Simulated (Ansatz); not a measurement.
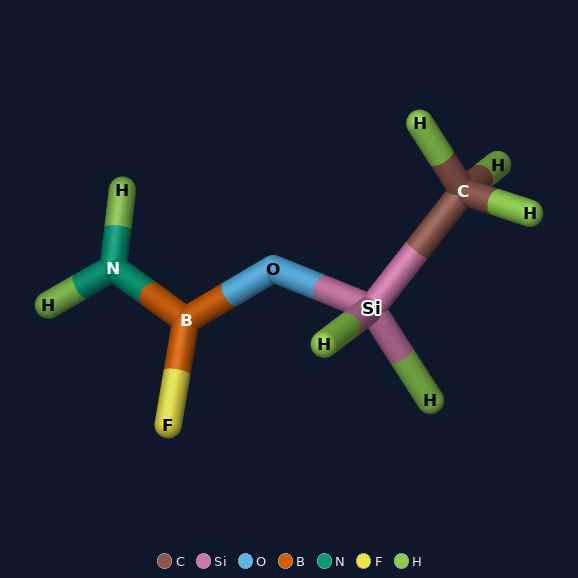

The computed structure is the end point of a PBE0-D4/def2-TZVP optimisation. No frequency run is at hand to confirm it as a minimum. Program: Ansatz 0.2.0.

At this fixed geometry, give HOMO–LUMO gap (eV), dipole (D), HOMO energy (eV) at these levels: B3LYP-D4/def2-TZVPP; PBE-D4/def2-TZVPP; r2SCAN-D4/def2-TZVPP; ωB97M-V/def2-TZVPP.

```csv
level,HOMO–LUMO gap (eV),dipole (D),HOMO energy (eV)
B3LYP-D4/def2-TZVPP,8.04,1.93,−7.72
PBE-D4/def2-TZVPP,6.30,1.97,−6.50
r2SCAN-D4/def2-TZVPP,7.16,1.98,−6.82
ωB97M-V/def2-TZVPP,12.34,1.92,−10.34
```
